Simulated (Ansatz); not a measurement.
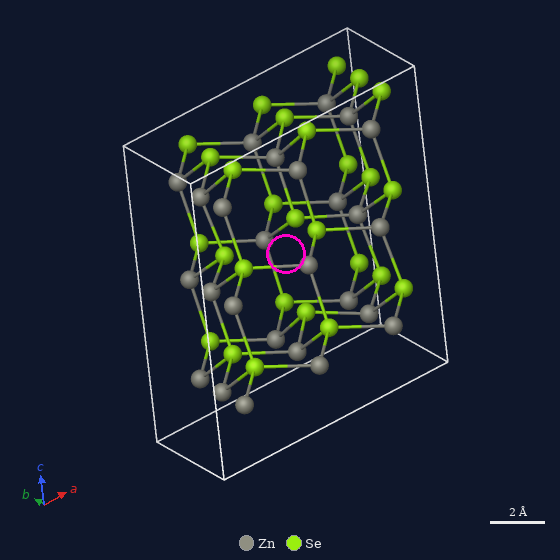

The crystal in a ball-and-stick representation, seen from a general direction. The supercell is drawn as a box. The host is ZnSe, in a cell of 54 sites, and the cell carries a charge of -1. A ring marks the defect's site.

Name the defect and give its surroundings.

A zinc vacancy. Around the empty site lie four Se at about 2.4 Å.

Run with DFT PBE, scalar-relativistic, plane waves, PAW (Ansatz 0.2.0) and these settings: a kinetic-energy cutoff of 420 eV, k-grid 2×2×2, Gaussian smearing of 0.01 eV, collinear spins.

Does the defect carry a magnetic moment?

Yes, 0.2 μB in the cell.

The atoms were relaxed in the host's cell with DFT PBE, scalar-relativistic, plane waves, PAW in Ansatz.
